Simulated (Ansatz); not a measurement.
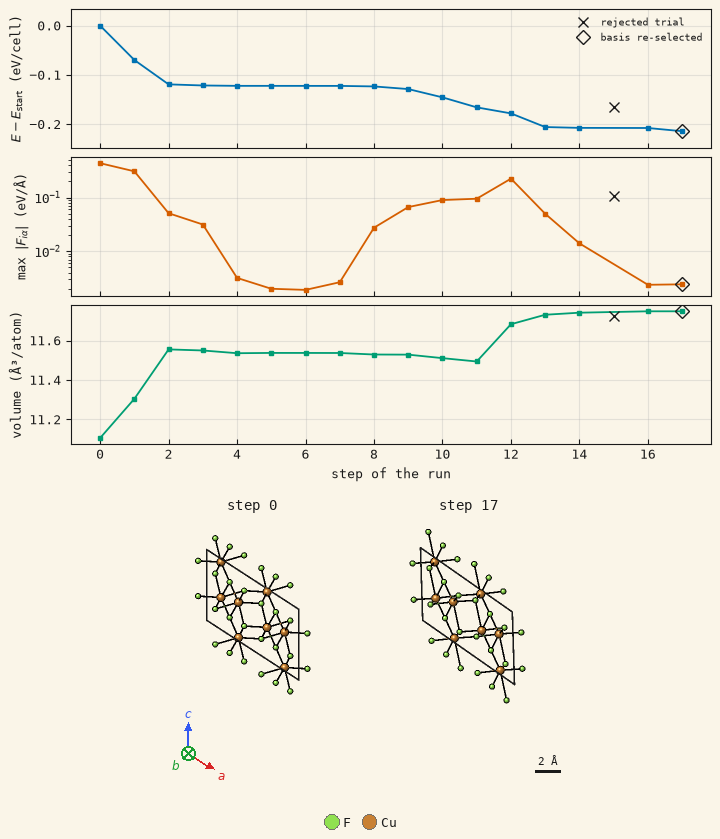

First and last geometry of a relaxation of solid Cu₂F₃ (a generated structure, set up in C2/c), with the history of the run. A ball-and-stick model of the conventional cell (2 times the calculation's cell), seen along the b axis. Lengths and directions refer to the drawn axes.

The start is a swapped structure.

Level of theory: DFT, PAW plane waves, r2SCAN in Ansatz 0.2.0. Settings: plane-wave cutoff 500 eV; k-point mesh 5 × 5 × 5; occupations fermi dirac; smearing width 0.0946 eV; no spin polarisation; cell and atoms relaxed; at most 40 steps.

**What do the curves and the structures tell?**

It converged. Over 15 accepted moves (17 points after the start) the energy falls by 0.214 eV per cell of the calculation. Largest force component: 0.43 eV/Å at the start, 0.0024 eV/Å at the end. Pressure: 4.75 GPa at the start and 0.02 GPa at the end. The line search rejected the trial step at point 15 of the run. At 1 point the geometry stayed and the basis and grid were re-selected for the new cell (energy shift of 6.5 meV per cell of the calculation at most each time). The largest moves relative to the cell, 0.36 Å, are those of F atoms. By element the largest moves are F 0.36 Å, Cu 0.08 Å. The volume changes by +5.8 %, with a 8.912 → 9.093 Å (+2.0 %), b 5.178 → 5.471 Å (+5.6 %), c 5.738 → 5.894 Å (+2.7 %), β 123.0° → 126.7°. Some distances before and after: Cu–F 2.163 → 2.625 Å, Cu–F 1.991 → 2.181 Å, Cu–F 2.137 → 2.030 Å, Cu–F 2.109 → 2.039 Å. Bond angles that change, for instance: F–Cu–F 96.3° → 115.4°, Cu–F–Cu 126.2° → 109.9°, F–Cu–F 162.0° → 177.6°. The space group stays C2/c (No. 15). The run took 9.6 min on 2 threads of Arm Neoverse V1, with other jobs on the host, peak memory 0.93 GiB.

| step | E − E(0), meV/atom | largest force component, eV/Å | pressure, GPa | volume, Å³/atom | note |
| --- | --- | --- | --- | --- | --- |
| 0 | 0.00 | 0.4347 | 4.75 | 11.106 |  |
| 1 | -6.97 | 0.3068 | 2.48 | 11.305 |  |
| 2 | -11.91 | 0.0510 | -0.10 | 11.555 |  |
| 3 | -12.13 | 0.0314 | -0.08 | 11.550 |  |
| 4 | -12.21 | 0.0032 | 0.01 | 11.536 |  |
| 5 | -12.21 | 0.0020 | 0.00 | 11.537 |  |
| 6 | -12.22 | 0.0019 | -0.01 | 11.537 |  |
| 7 | -12.22 | 0.0027 | -0.01 | 11.537 |  |
| 8 | -12.33 | 0.0274 | 0.02 | 11.529 |  |
| 9 | -12.86 | 0.0664 | -0.05 | 11.528 |  |
| 10 | -14.54 | 0.0897 | -0.12 | 11.511 |  |
| 11 | -16.57 | 0.0949 | 0.27 | 11.494 |  |
| 12 | -17.80 | 0.2242 | -0.48 | 11.683 |  |
| 13 | -20.57 | 0.0498 | 0.03 | 11.731 |  |
| 14 | -20.73 | 0.0140 | -0.01 | 11.741 |  |
| 15 | -16.43 | 0.1059 | -0.78 | 11.726 | rejected |
| 16 | -20.76 | 0.0024 | 0.04 | 11.748 |  |
| 17 | -21.41 | 0.0024 | 0.02 | 11.748 | same geometry, new basis |
